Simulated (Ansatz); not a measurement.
# r2SCAN/6-311+G(d,p) run of CHClF2 (difluorochloromethane)

What is the vertical ionisation energy of CHClF2 (difluorochloromethane) at r2SCAN/6-311+G**? 

The results are computed with Ansatz 0.2.0.

69 further runs of the same task are left out: 69 set aside as unsound or not needed.

## 1. The structure to begin with

CHClF2 has 5 atoms, charge 0, and is taken as a singlet. SMILES: `FC(F)Cl`. The coordinates come from a PBE0-D4/def2-TZVP relaxation.

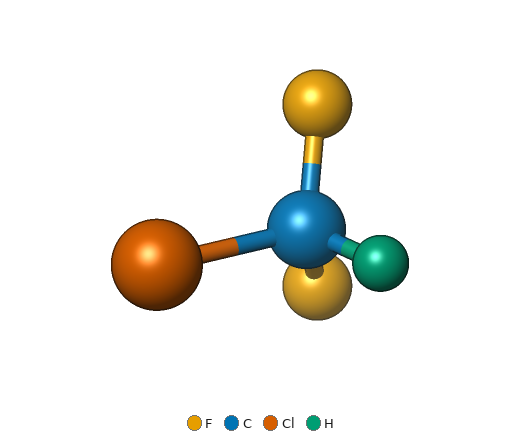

The structure, seen from a chosen angle (fluorine amber, carbon blue, chlorine orange, hydrogen teal).

## 2. The energy at r2SCAN/6-311+G(d,p)

File in.yaml:

```yaml
crystal:
  periodic: [false, false, false]
  atoms:
    - {symbol: F, position_ang: [0.038900, -0.568100, 1.222300]}
    - {symbol: C, position_ang: [0.109400, 0.023600, 0.028300]}
    - {symbol: F, position_ang: [0.844200, -0.745900, -0.776900]}
    - {symbol: Cl, position_ang: [-1.511000, 0.208900, -0.640800]}
    - {symbol: H, position_ang: [0.568600, 1.007800, 0.125800]}
basis:
  gaussian:
    orbitals: 6-311+G_st__st_-spherical.json
accuracy: high
output: {orbitals: {seedname: orbitals}}
hamiltonian:
  xc: r2scan
```

The basis set 6-311+G** is read from a file made from the Basis Set Exchange's data (not shown).

Started as:

```bash
ansatz run in.yaml --threads 1 --pin off --max-ram 3480MiB --events-out events.jsonl --progress --plain --runs-dir runs
```

The log of the run:

```text
Warning: RAYON_NUM_THREADS=1 ignored (pool sized by the plan → 1); use --threads N
Functional definition: r2SCAN
  name "r2SCAN"
  parameter k0 = 0.174
  parameter k1 = 0.065
  parameter a1 = 4.9479
  exchange = r2scan_x(k0 = k0, k1 = k1, a1 = a1)
  correlation = r2scan_c
1863 factors; integrals over basis functions are off by at most 4.5e-9 eV
mean field evaluation 1: about -19006.8015 eV, gradient 3.2e1 eV
mean field evaluation 2: about -19005.2124 eV, gradient 4.6e1 eV
mean field evaluation 4: about -19008.2433 eV, gradient 1.3e0 eV
mean field evaluation 8: about -19008.2436 eV, gradient 3.6e-2 eV
mean field evaluation 16: about -19008.2436 eV, gradient 4.2e-6 eV
mean field -19008.24363883 eV, -698.5400694767 hartree, gradient 5.0e-8 eV, S^2 0.000000; 0 other end points of the search recorded, 0 dependent functions left out
reference -19008.24364062 eV, -698.5400695425 hartree; 21, 21 occupied and 81, 81 virtual orbitals, 1863 factors
Total energy: -19008.24364062 eV, -698.5400695425 hartree
```

Wall time 11 s (1 thread of Arm Neoverse V1, shared host); peak memory 0.28 GiB.

## 3. The doublet cation at the same level

File in.yaml:

```yaml
basis:
  gaussian:
    orbitals: 6-311+G_st__st_-spherical.json
crystal:
  periodic: [false, false, false]
  atoms:
    - {symbol: F, position_ang: [0.038900, -0.568100, 1.222300]}
    - {symbol: C, position_ang: [0.109400, 0.023600, 0.028300]}
    - {symbol: F, position_ang: [0.844200, -0.745900, -0.776900]}
    - {symbol: Cl, position_ang: [-1.511000, 0.208900, -0.640800]}
    - {symbol: H, position_ang: [0.568600, 1.007800, 0.125800]}
total_charge: 1
magnetization:
  spin_polarized: true
  initial_magnetization: 1
hamiltonian:
  xc: {name: r2SCAN}
accuracy: high
output:
  orbitals: {seedname: orbitals}
```

The basis set 6-311+G** is read from a file made from the Basis Set Exchange's data (not shown).

Started as:

```bash
ansatz run in.yaml --threads 1 --pin off --max-ram 3480MiB --events-out events.jsonl --progress --plain --runs-dir runs
```

The log of the run (excerpt; [...] marks lines left out):

```text
Warning: RAYON_NUM_THREADS=1 ignored (pool sized by the plan → 1); use --threads N
[... 7 set-up lines as earlier in the session ...]
1863 factors; integrals over basis functions are off by at most 4.5e-9 eV
mean field evaluation 1: about -18985.0268 eV, gradient 5.6e1 eV
mean field evaluation 2: about -18932.1003 eV, gradient 1.3e2 eV
mean field evaluation 4: about -18995.1869 eV, gradient 1.2e1 eV
mean field evaluation 8: about -18995.8333 eV, gradient 4.7e-1 eV
mean field evaluation 16: about -18995.8319 eV, gradient 6.6e-4 eV
mean field evaluation 32: about -18995.8319 eV, gradient 6.8e-6 eV
mean field evaluation 64: about -18995.7583 eV, gradient 9.2e-1 eV
mean field -18995.83192595 eV, -698.0839474413 hartree, gradient 5.5e-8 eV, S^2 0.753750; 7 other end points of the search recorded, 0 dependent functions left out
reference -18995.83193746 eV, -698.0839478642 hartree; 21, 20 occupied and 81, 82 virtual orbitals, 1863 factors
Total energy: -18995.83193746 eV, -698.0839478642 hartree
```

It took 79 s on 1 thread of Arm Neoverse V1, shared host; peak memory 0.42 GiB.

## 4. Summary of results

Level: r2SCAN/6-311+G**.

| quantity | value |
| --- | --- |
| singlet CHClF2: total energy | -698.54007 Eh |
| singlet CHClF2: HOMO energy | -8.58 eV |
| singlet CHClF2: LUMO energy | -0.57 eV |
| singlet CHClF2: HOMO–LUMO gap | 8.01 eV |
| doublet cation: total energy | -698.08395 Eh |
| doublet cation: HOMO energy (highest over α and β) | -16.61 eV |
| doublet cation: LUMO energy (lowest over α and β) | -16.02 eV |
| doublet cation: ⟨S²⟩ | 0.754 |
| vertical ionisation energy (to the doublet cation) | 12.412 eV |

Removing an electron at fixed nuclei costs 12.41 eV (286 kcal/mol). −ε(HOMO) before ionisation, 8.58 eV, is 3.83 eV below this ionisation energy.
